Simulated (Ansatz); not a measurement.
Potential energy curve for SeLi (cation, charge +1), lowest singlet found (which spin is the ground state isn't settled by this scan).

Levels: RCCSD(T) = CCSD(T) on RHF/aug-cc-pVDZ, cores with 3d frozen run with Ansatz (a program for electronic structure); RKS-PBE = restricted PBE/aug-cc-pVDZ run with Ansatz; RKS-B3LYP = restricted B3LYP/aug-cc-pVDZ (Ansatz); FCI = full CI/aug-cc-pVDZ, cores with 3d frozen (Ansatz).

Cost and accuracy over the 22 points of the scan, with FCI as yardstick. Costs are rough ratios of core time within Ansatz on shared cores, each with its mean field (Kohn-Sham runs search longer for lower solutions than correlated ones do); the miss is the largest error against full CI of the curve after the mean shift, in kcal/mol.

Question: Which is the cheapest of these levels that stays within 3.2 kcal/mol of FCI?

Answer: RCCSD(T).

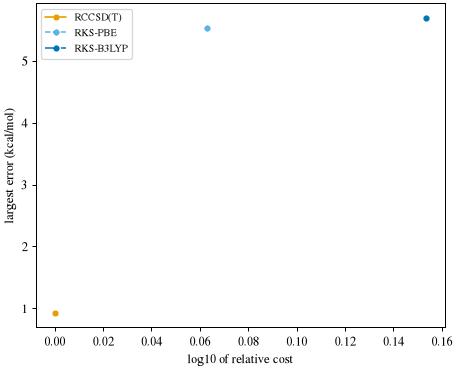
Figure: Miss against cost, one point a level.

```json
[
 {"level": "RCCSD(T)", "relative cost": "1", "largest error": "0.9"},
 {"level": "RKS-PBE", "relative cost": "1", "largest error": "5.5"},
 {"level": "RKS-B3LYP", "relative cost": "1", "largest error": "5.7"}
]
```

Costs within a factor of two of each other count as equal.

The restricted form behind RKS-PBE, RKS-B3LYP keeps the bonding electrons paired and can't separate into open-shell fragments. Also computed but left out beside FCI, since their determinant holds another spin at the minimum (<S²> over 0.7 above the pure value): UHF, UMP2, UCCSD, UCCSD(T), UKS-PBE, UKS-B3LYP, UKS-B3LYP/6-31G*, UMP2/3-21G, UMP2/6-31G*, UKS-BP86/6-31G*.
